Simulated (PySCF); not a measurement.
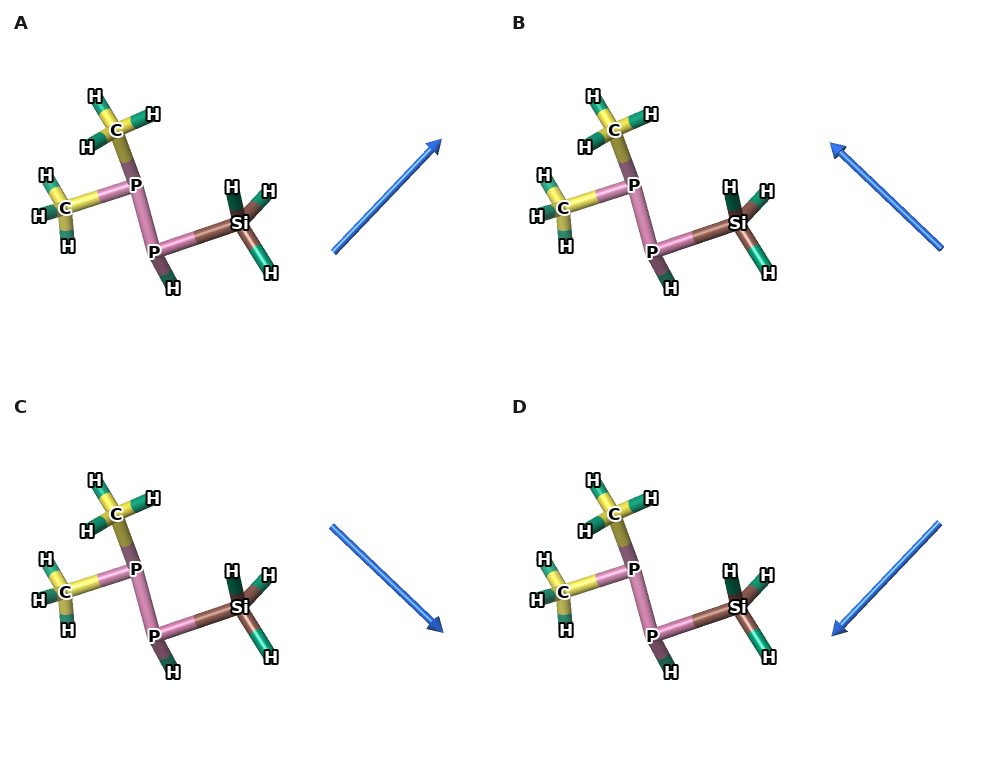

The same molecule four times, each with an arrow. The geometry was computed by an optimisation with GFN2-xTB. No frequency run is at hand to confirm it as a minimum. Level of theory: PBE0/pcSseg-1, gas phase (PySCF 2.14.0).

Question: Which arrow points along the dipole moment, from the negative to the positive end?

Answer: B. The dipole moment is 0.71 D.

The geometry is semi-empirical. Around P, Si such bond lengths and angles can be off by a tenth of an ångström or more and by several degrees, and values that hang on the shape move with them.
